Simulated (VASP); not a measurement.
Band structure of TiC (relaxed from the rock salt structure, space group Fm-3m). All values below come from r2SCAN meta-GGA, VASP's PBE PAW potentials (set 64) (plane waves; VASP).

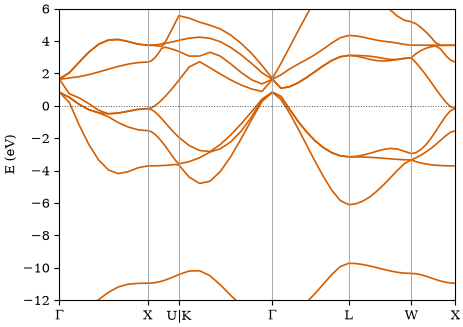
Figure: Bands along high-symmetry lines, zero at the valence-band maximum or, without a gap, the Fermi level

Question: Read the plot: is there a gap, and where are the band edges?

Answer: It has no gap at this level: it comes out as a metal or semimetal.

The structure was generated: TiC was put into the rock salt type (Fm-3m), which need not be its known phase. It was relaxed first, which changed the volume by -39 %.
